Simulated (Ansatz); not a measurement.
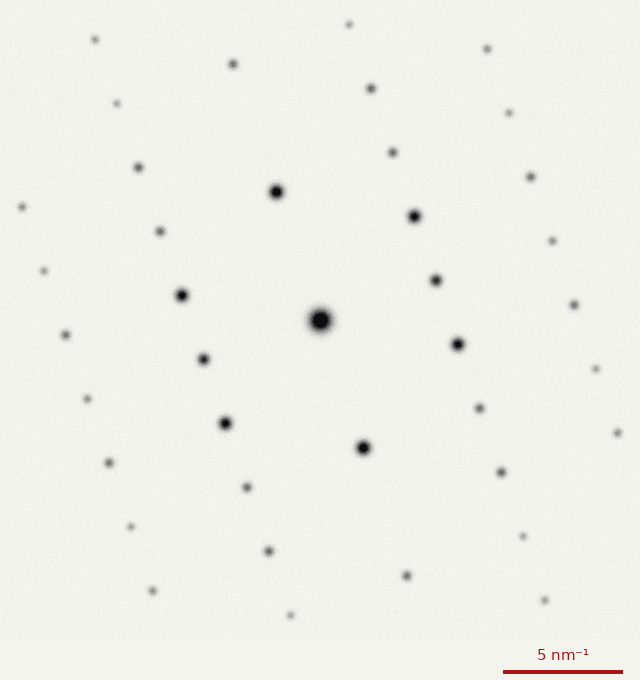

Computed electron diffraction pattern, 300 kV, single scattering only, B = 0.5 Å².

Phase: Be, space group P6_3/mmc (No. 194), a = 2.23 Å, c = 3.51 Å (hexagonal axes). Structure: the input geometry of an electronic-structure calculation (not necessarily at equilibrium).

```cif
data_structure
_symmetry_space_group_name_H-M 'P6_3/mmc'
_symmetry_Int_Tables_number 194
_cell_length_a 2.2295
_cell_length_b 2.2295
_cell_length_c 3.5083
_cell_angle_alpha 90.000
_cell_angle_beta 90.000
_cell_angle_gamma 120.000
_cell_volume 15.10
loop_
_atom_site_label
_atom_site_type_symbol
_atom_site_symmetry_multiplicity
_atom_site_Wyckoff_symbol
_atom_site_fract_x
_atom_site_fract_y
_atom_site_fract_z
_atom_site_occupancy
Be1 Be 2 c 0.33333 0.66667 0.25000 1
```

Determine the zone axis from the geometry of the pattern.

The spots form a rectangular net whose two shortest vectors correspond to d = 3.51 Å and 1.93 Å, 90.0° apart. They index as 0 0 1 (itself extinct) and 0 1 0, so the zone axis is ±[100] (or an equivalent direction of <100>).
